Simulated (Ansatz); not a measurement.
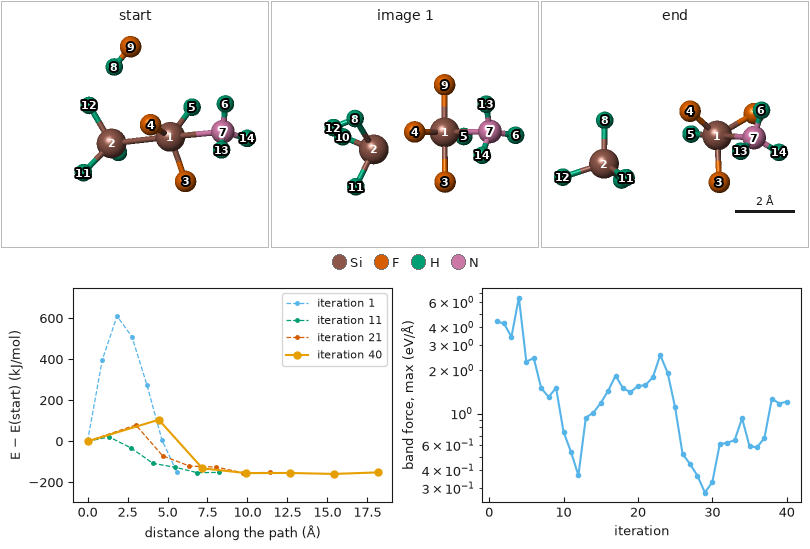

A search for the minimum-energy path of Si₂NH₈F₃ by the nudged elastic band. Images are numbered from 0 (start) to 6 (end). The plot follows the band through its iterations. Style: ball-and-stick. Shown at a tilt.

Computed with Ansatz 0.2.0, RKS PBE0-D4/def2-SVP.

The input:
```yaml
crystal:
  periodic: [false, false, false]
  atoms:
    - {symbol: Si, position_ang: [-0.189396, -0.172006, -0.412114]}
    - {symbol: Si, position_ang: [-0.952315, -0.939653, 1.700604]}
    - {symbol: F, position_ang: [-1.130400, -1.092217, -1.349218]}
    - {symbol: F, position_ang: [1.344264, -0.652590, -0.252637]}
    - {symbol: H, position_ang: [-0.520695, 1.275743, -0.356252]}
    - {symbol: H, position_ang: [1.324199, 1.133385, -2.228355]}
    - {symbol: N, position_ang: [0.588539, 0.446993, -2.356340]}
    - {symbol: H, position_ang: [0.791843, 0.999940, 2.326801]}
    - {symbol: F, position_ang: [1.243965, 1.742754, 1.995009]}
    - {symbol: H, position_ang: [-2.373934, -0.579870, 1.968673]}
    - {symbol: H, position_ang: [-0.787866, -2.400470, 1.939299]}
    - {symbol: H, position_ang: [-0.177024, -0.280757, 2.814183]}
    - {symbol: H, position_ang: [0.978761, -0.341108, -2.861928]}
    - {symbol: H, position_ang: [-0.139939, 0.859959, -2.927826]}
basis:
  gaussian: {orbitals: def2-SVP}
hamiltonian: {xc: pbe0, dispersion: d4}
neb:
  images: 5
  climbing: true
  max_iterations: 40
  initial_path: idpp
  final_atoms:
    - {symbol: Si, position_ang: [0.035064, 0.840151, -0.702520]}
    - {symbol: Si, position_ang: [-0.914896, -1.134767, 2.726624]}
    - {symbol: F, position_ang: [-0.987602, -0.257452, -1.288801]}
    - {symbol: F, position_ang: [1.412063, 0.327566, -0.042423]}
    - {symbol: H, position_ang: [-0.691259, 1.154385, 0.547780]}
    - {symbol: H, position_ang: [1.919475, 0.934683, -2.543424]}
    - {symbol: N, position_ang: [1.067557, 0.388744, -2.477894]}
    - {symbol: H, position_ang: [0.095125, -0.134134, 3.150885]}
    - {symbol: F, position_ang: [0.015979, 2.312484, -1.354286]}
    - {symbol: H, position_ang: [-2.225547, -0.472839, 2.511706]}
    - {symbol: H, position_ang: [-0.474650, -1.796242, 1.472943]}
    - {symbol: H, position_ang: [-1.059149, -2.163549, 3.790957]}
    - {symbol: H, position_ang: [1.315281, -0.594098, -2.504593]}
    - {symbol: H, position_ang: [0.492559, 0.595168, -3.287055]}
```

Command:
```bash
ansatz run in.yaml --threads 5 --pin off --events-out ev --progress --plain --max-ram 66560MiB --backend cpu
```

### How did the profile develop, and is the result final?

The result isn't final. The band hadn't converged when the run stopped after 40 iterations. The largest component of the band force went from 4.4 to 1.2 eV/Å. The barrier read from it is provisional, though the highest image hardly moved in the last two iterations. The largest force component is 0.82 eV/Å at the start and 0.67 eV/Å at the end; an end with forces this large is no minimum, and the barrier measured from it can be far off. The first iteration put the highest image at 610.3 kJ/mol. The highest point, image 1, lies 105.2 kJ/mol above the start and 256.7 kJ/mol above the end; the end is at −151.4 kJ/mol relative to the start. Image 5 lies below both ends, at −158.9 kJ/mol, which may mean an intermediate minimum or an end that is no minimum.

The run took roughly 24 core-minutes on a shared host.
